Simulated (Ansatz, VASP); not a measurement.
# Cross-check of SrO between VASP and Ansatz, part 2 of 2

One calculation is typed for both programs; each brings its own data sets. How far apart do they land? The cell is taken from a series of VASP runs on this material, whose earlier steps may have relaxed, scaled or displaced it; both programs get it as it stands. Valence electrons are named where the data sets of a main pair hold unlike numbers.

VASP 6.6.1 and Ansatz 0.2.0.

So far. Step 3 (VASP: band structure, HSE06): The k-mesh is coarse for exact exchange; levels may shift by about 0.1 eV on a finer one.

**4. Differences**

Known differences besides the potentials themselves: exact exchange at q = 0 is treated differently, which shows on coarse meshes; VASP keeps PBE cores, Ansatz makes them for the functional; the cutoff is 420 eV in Ansatz and 460 eV in VASP; VASP takes a coarser grid for exact exchange (PRECFOCK = Fast). Total energies have different zeros and are not compared.

Both answers:

```tsv
quantity	Ansatz	VASP	difference
gap over the path points (eV)	4.817	4.768	+0.050
```

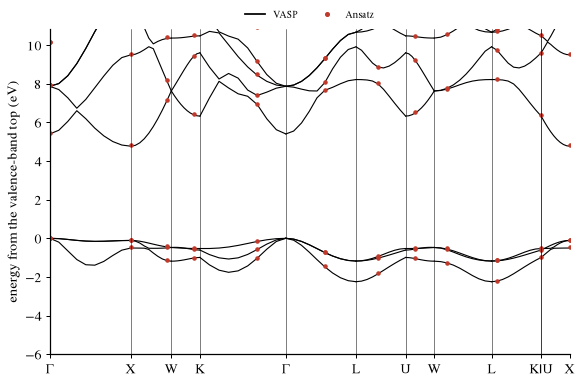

Bands from VASP (lines) and levels from Ansatz (dots). Dots without a line are higher empty bands that the VASP plot leaves out.

Levels at points of the path, from each program's valence-band top (eV; 3 filled, then empty):

```tsv
k (reciprocal lattice)	Ansatz	VASP
0.000 0.000 0.000	0.00 0.00 0.00 5.43 7.92 7.92	0.00 0.00 0.00 5.40 7.87 7.87
0.500 0.000 0.500	-0.47 -0.10 -0.10 4.82 9.54 12.03	-0.50 -0.11 -0.11 4.77 9.50 11.99
0.500 0.222 0.722	-1.14 -0.47 -0.42 7.14 8.18 10.40	-1.16 -0.50 -0.45 7.12 8.16 10.35
0.403 0.347 0.750	-1.00 -0.56 -0.49 6.43 9.43 10.51	-1.02 -0.58 -0.53 6.40 9.41 10.46
0.125 0.125 0.250	-1.02 -0.57 -0.16 6.95 7.43 8.49	-1.03 -0.58 -0.16 6.92 7.39 8.44
0.278 0.278 0.278	-1.46 -0.72 -0.72 7.69 8.08 9.34	-1.48 -0.74 -0.74 7.66 8.06 9.30
0.556 0.389 0.556	-1.81 -1.00 -0.91 8.02 8.88 10.99	-1.84 -1.03 -0.94 7.99 8.86 10.95
0.583 0.250 0.667	-1.03 -0.53 -0.49 6.52 9.23 10.49	-1.05 -0.56 -0.52 6.48 9.21 10.44
0.500 0.306 0.694	-1.25 -0.56 -0.53 7.75 7.79 10.59	-1.27 -0.59 -0.56 7.72 7.77 10.54
0.486 0.486 0.528	-2.19 -1.14 -1.14 8.25 9.72 10.74	-2.22 -1.17 -1.16 8.21 9.73 10.68
```

Among the levels compared at these points, filled levels agree within 35 meV and empty ones within 55 meV.

**5. Ansatz: band structure, HSE06, spin-orbit coupling**

Levels along a path test the potential and the projectors away from the mesh points.

The cell is taken from a series of VASP runs on this material, whose earlier steps may have relaxed, scaled or displaced it; both programs get it as it stands.

input.yaml

```yaml
crystal:
  lattice:
    - [0.0, 2.58066, 2.58066]
    - [2.58066, 0.0, 2.58066]
    - [2.58066, 2.58066, 0.0]
  atoms:
    - { symbol: Sr, position: [0.0, 0.0, 0.0] }
    - { symbol: O, position: [0.5, 0.5, 0.5] }
hamiltonian:
  xc: { exchange: pbe, correlation: pbe, exx: { coeff: 0.25, omega: 0.2 } }
  pseudopotentials: { kind: paw_fr }
magnetization:
  noncollinear: true
  spin_orbit: true
kpoints:
  mp_grid: { grid: [5, 5, 5] }
  band_path:
    path:
      - [0.0, 0.0, 0.0]
      - [0.5, 0.0, 0.5]
      - [0.5, 0.22222, 0.72222]
      - [0.40278, 0.34722, 0.75]
      - [0.125, 0.125, 0.25]
      - [0.27778, 0.27778, 0.27778]
      - [0.55556, 0.38889, 0.55556]
      - [0.58333, 0.25, 0.66667]
      - [0.5, 0.30556, 0.69444]
      - [0.48611, 0.48611, 0.52778]
      - [0.625, 0.25, 0.625]
      - [0.5, 0.0, 0.5]
    npoints: 1
scf:
  occupations: { method: gaussian, width: 0.03 }
  n_extra_bands: 14
output:
  forces: true
  stress: true
  eigenvalues: true
  write_density: true
  write_potential: true
  elf: true
  volumetric_format: npy
```

The run is started by

```console
> ansatz run input.yaml --threads 4 --pin off --max-ram 9216MiB --backend cpu --events-out ev --progress --plain --runs-dir out
```

Numbers of over 12 decimals in the logs are rounded to 6 here.

Output:

```text
[...]
non-collinear run that drives no moment, with spin-orbit: no starting moment large enough to seed its density (crystal.atoms[].spin), no starting occupations that ask for one, no magnetisation constraint and no magnetic field, so the semilocal B_xc is pinned to zero
Crystal: 2 atoms, lattice volume = 34.373 Å³
[...]
k-point 0: bands = [... 12 lower, 6.7610, 6.7610, 6.7610, 6.7610, 12.1642, 12.1642, 14.6490, 14.6490, ... 10 higher]
  k-point 1: bands = [... 12 lower, 6.2758, 6.2758, 6.3129, 6.3129, 13.7483, 13.7483, 14.3838, 14.3838, ... 10 higher]
  k-point 2: bands = [... 12 lower, 5.6686, 5.6686, 5.6917, 5.6917, 14.8062, 14.8062, 16.2020, 16.2020, ... 10 higher]
  k-point 9: bands = [... 12 lower, 6.0092, 6.0092, 6.3404, 6.3404, 13.6359, 13.6359, 15.4363, 15.4363, ... 10 higher]
[key lines of the parts left out:]
Magnetization: |M| = 0.0000 μB,  M = (+0.0000, +0.0000, +0.0000) μB
Free energy (F): -4116.109558 eV
Fermi energy:    9.254012 eV
P = ⅓ Tr σ = -0.4136 GPa (-4.136 kbar)
```

The job ended after 33 s (4 threads of Intel Xeon Platinum 8488C (Sapphire Rapids), shared host; peak memory 0.87 GiB).

**6. VASP: band structure, HSE06, spin-orbit coupling**

The same cell, functional, mesh and smearing now go to VASP, with its own data sets.

The run reads the wave functions of an earlier VASP run, which isn't shown here.

INCAR

```
SYSTEM = SrO
PREC = Accurate
ENCUT = 460
EDIFF = 1E-06
NELM = 100
ISMEAR = 0
SIGMA = 0.03
LREAL = .FALSE.
ALGO = Normal
LHFCALC = .TRUE.
AEXX = 0.25
GGA = PE
HFSCREEN = 0.2
LASPH = .TRUE.
LNONCOLLINEAR = .TRUE.
MAGMOM = 0 0 0 0 0 0
NBANDS = 28
GGA_COMPAT = .FALSE.
LSORBIT = .TRUE.
PRECFOCK = Fast
LORBIT = 11
LWAVE = .FALSE.
LCHARG = .FALSE.
KPAR = 4
```

POSCAR

```
SrO
1.0
    0.0000000000      2.5806600000      2.5806600000
    2.5806600000      0.0000000000      2.5806600000
    2.5806600000      2.5806600000      0.0000000000
Sr O
1 1
Direct
    0.0000000000      0.0000000000      0.0000000000
    0.5000000000      0.5000000000      0.5000000000
```

KPOINTS

```
Automatic mesh
0
Gamma
5 5 5
0 0 0
```

KPOINTS_OPT

```
Line mode
10
Line-mode
Reciprocal
  0.00000000   0.00000000   0.00000000 GAMMA
  0.50000000   0.00000000   0.50000000 X

  0.50000000   0.00000000   0.50000000 X
  0.50000000   0.25000000   0.75000000 W

  0.50000000   0.25000000   0.75000000 W
  0.37500000   0.37500000   0.75000000 K

  0.37500000   0.37500000   0.75000000 K
  0.00000000   0.00000000   0.00000000 GAMMA

  0.00000000   0.00000000   0.00000000 GAMMA
  0.50000000   0.50000000   0.50000000 L

  0.50000000   0.50000000   0.50000000 L
  0.62500000   0.25000000   0.62500000 U

  0.62500000   0.25000000   0.62500000 U
  0.50000000   0.25000000   0.75000000 W

  0.50000000   0.25000000   0.75000000 W
  0.50000000   0.50000000   0.50000000 L

  0.50000000   0.50000000   0.50000000 L
  0.37500000   0.37500000   0.75000000 K

  0.62500000   0.25000000   0.62500000 U
  0.50000000   0.00000000   0.50000000 X
```

PAW data sets: Sr_sv and O (PBE family, release 64).

The run is started by

```console
> mpirun -np 4 vasp_ncl
```

Output:

```text
[... set-up lines as in an earlier step ...]
 entering main loop
       N       E                     dE             d eps       ncg     rms          rms(c)
DAV:   1    -0.143205540205E+02   -0.14321E+02   -0.45607E-01   576   0.935E+00    0.509E+00
DAV:   2    -0.142915718443E+02    0.28982E-01   -0.95070E-02   636   0.304E+00    0.251E+00
DAV:   3    -0.142948226834E+02   -0.32508E-02   -0.18579E-02   620   0.118E+00    0.119E+00
DAV:   4    -0.142939237856E+02    0.89890E-03   -0.13689E-03   588   0.395E-01    0.745E-01
DAV:   5    -0.142937888732E+02    0.13491E-03   -0.95259E-04   588   0.270E-01    0.550E-01
DAV:   6    -0.142937319431E+02    0.56930E-04   -0.55378E-05   624   0.892E-02    0.326E-01
DAV:   7    -0.142937162883E+02    0.15655E-04   -0.32338E-05   632   0.599E-02    0.186E-01
DAV:   8    -0.142937153766E+02    0.91165E-06   -0.66693E-06   596   0.286E-02
   1 F= -.14293715E+02 E0= -.14293715E+02  d E =-.664936E-12  mag=    -0.0000     0.0000    -0.0000
 Start KPOINTS_OPT (optional k-point list driver)
k-point batch [1-10\100]
       N       E                     dE             ncg
DAV:   1    -0.822650156229E+03   -0.32858E+04      560
DAV:   2    -0.177177662512E+04   -0.94913E+03      668
DAV:   3    -0.184808047741E+04   -0.76304E+02      844
DAV:   4    -0.185041316535E+04   -0.23327E+01      700
DAV:   5    -0.185047226834E+04   -0.59103E-01      820
DAV:   6    -0.185047328794E+04   -0.10196E-02      752
DAV:   7    -0.185047330429E+04   -0.16347E-04      756
DAV:   8    -0.185047330482E+04   -0.53229E-06      412
[...]
k-point batch [91-100\100]
       N       E                     dE             ncg
DAV:   1    -0.899492095303E+03   -0.65720E+04      560
DAV:   2    -0.179930551477E+04   -0.89981E+03      684
DAV:   3    -0.186946631956E+04   -0.70161E+02      880
DAV:   4    -0.187160372940E+04   -0.21374E+01      800
DAV:   5    -0.187166760964E+04   -0.63880E-01      896
DAV:   6    -0.187166858691E+04   -0.97728E-03      808
DAV:   7    -0.187166859891E+04   -0.11998E-04      792
DAV:   8    -0.187166859917E+04   -0.25661E-06      552
```

OUTCAR, selected parts (step 6):

```text
 POSITION                                       TOTAL-FORCE (eV/Angst)
 -----------------------------------------------------------------------------------
      0.00000      0.00000      0.00000         0.000000      0.000000      0.000000
      2.58066      2.58066      2.58066         0.000000      0.000000      0.000000
 -----------------------------------------------------------------------------------
    total drift:                               -0.000000      0.000000      0.000000

  FREE ENERGIE OF THE ION-ELECTRON SYSTEM (eV)
  ---------------------------------------------------
  free  energy   TOTEN  =       -14.2937153766 eV

  energy  without entropy=      -14.2937153766  energy(sigma->0) =      -14.29371538

 magnetization (x)
# of ion       s       p       d       tot
------------------------------------------
    1        0.000   0.000   0.000   0.000
    2        0.000  -0.000   0.000   0.000
--------------------------------------------------
tot          0.000   0.000   0.000   0.000

 magnetization (y)
# of ion       s       p       d       tot
------------------------------------------
    1        0.000   0.000   0.000   0.000
    2       -0.000   0.000   0.000  -0.000
--------------------------------------------------
tot          0.000   0.000   0.000   0.000

 magnetization (z)
# of ion       s       p       d       tot
------------------------------------------
    1        0.000   0.000   0.000   0.000
    2       -0.000   0.000   0.000  -0.000
--------------------------------------------------
tot          0.000   0.000   0.000   0.000

[... 1 part as in an earlier step ...]

[... 2 further parts left out ...]
[key lines of the parts left out:]
E-fermi :   0.6915
```

**7. Comparison**

What differs besides the data sets and the points named for the pairs above, as far as they apply: spin-orbit coupling enters by fully relativistic files in Ansatz and inside the spheres in VASP. Total energies have different zeros and are not compared.

Both answers:

```tsv
quantity	Ansatz	VASP	difference
gap over the path points (eV)	4.793	4.743	+0.050
```

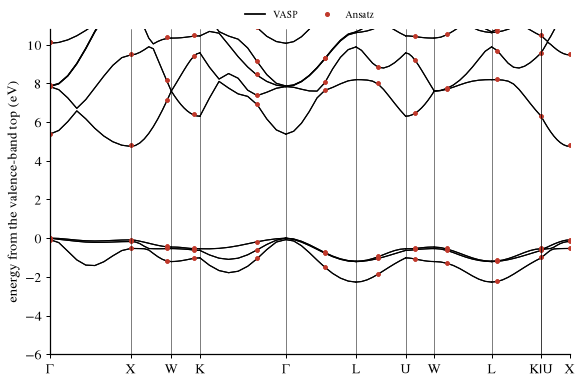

Bands from VASP (lines) and levels from Ansatz (dots). Dots without a line are higher empty bands that the VASP plot leaves out.

Levels at points of the path, from each program's valence-band top (eV; 6 filled, then empty):

```tsv
k (reciprocal lattice)	Ansatz	VASP
0.000 0.000 0.000	-0.07 -0.07 0.00 0.00 0.00 0.00 5.40 5.40 7.89 7.89 7.89 7.89	-0.08 -0.08 0.00 0.00 0.00 0.00 5.38 5.38 7.83 7.83 7.83 7.83
0.500 0.000 0.500	-0.50 -0.50 -0.16 -0.16 -0.08 -0.08 4.79 4.79 9.52 9.52 12.01 12.01	-0.54 -0.54 -0.17 -0.17 -0.09 -0.09 4.74 4.74 9.47 9.47 11.97 11.97
0.500 0.222 0.722	-1.16 -1.16 -0.51 -0.51 -0.42 -0.42 7.12 7.12 8.16 8.16 10.37 10.37	-1.18 -1.18 -0.54 -0.54 -0.45 -0.45 7.09 7.09 8.13 8.13 10.32 10.32
0.403 0.347 0.750	-1.03 -1.03 -0.59 -0.59 -0.51 -0.51 6.41 6.41 9.41 9.41 10.49 10.49	-1.05 -1.05 -0.61 -0.61 -0.54 -0.54 6.37 6.37 9.39 9.39 10.44 10.44
0.125 0.125 0.250	-1.04 -1.04 -0.59 -0.59 -0.18 -0.18 6.93 6.93 7.40 7.40 8.46 8.46	-1.06 -1.06 -0.60 -0.60 -0.19 -0.19 6.90 6.90 7.37 7.37 8.42 8.42
0.278 0.278 0.278	-1.48 -1.48 -0.76 -0.76 -0.73 -0.73 7.67 7.67 8.06 8.06 9.31 9.31	-1.50 -1.50 -0.78 -0.78 -0.75 -0.75 7.64 7.64 8.04 8.04 9.26 9.26
0.556 0.389 0.556	-1.83 -1.83 -1.03 -1.03 -0.94 -0.94 8.00 8.00 8.85 8.85 10.97 10.97	-1.86 -1.86 -1.05 -1.05 -0.96 -0.96 7.96 7.96 8.83 8.83 10.92 10.92
0.583 0.250 0.667	-1.06 -1.06 -0.57 -0.57 -0.50 -0.50 6.49 6.49 9.21 9.21 10.47 10.47	-1.08 -1.08 -0.60 -0.60 -0.53 -0.53 6.46 6.46 9.19 9.19 10.42 10.42
0.500 0.306 0.694	-1.28 -1.28 -0.61 -0.61 -0.53 -0.53 7.73 7.73 7.77 7.77 10.57 10.57	-1.30 -1.30 -0.64 -0.64 -0.56 -0.56 7.70 7.70 7.74 7.74 10.52 10.52
0.486 0.486 0.528	-2.21 -2.21 -1.17 -1.17 -1.15 -1.15 8.23 8.23 9.70 9.70 10.71 10.71	-2.24 -2.24 -1.20 -1.20 -1.18 -1.18 8.19 8.19 9.71 9.71 10.66 10.66
```

Among the levels compared at these points, filled levels agree within 34 meV and empty ones within 56 meV.

**8. Outcome**

* largest difference of a filled level at the path points (band structure, HSE06): 35 meV
* difference in gap over the path points (band structure, HSE06): 0.050 eV
* largest difference of a filled level at the path points (band structure, HSE06, spin-orbit coupling): 34 meV
* difference in gap over the path points (band structure, HSE06, spin-orbit coupling): 0.050 eV

What this shows: The difference in gap over the path points is 0.050 eV (band structure, HSE06, spin-orbit coupling), within the 0.08 eV picked in this series as the mark of a large difference. How closely two codes agree says nothing of how well the functional describes the real material.

[Lines on the potential files, build, host, timing and source positions are cut from VASP's logs without a mark.]

[Logs are printed without paths, hosts, clocks, repeated set-up lines and the standing remarks that a program may print on its own settings, such as how far it seeks lower states.]

[Hosts, paths, dates, database ids (printed as entryN), source tags and the programs' standing remarks are cut or masked in the printed files.]
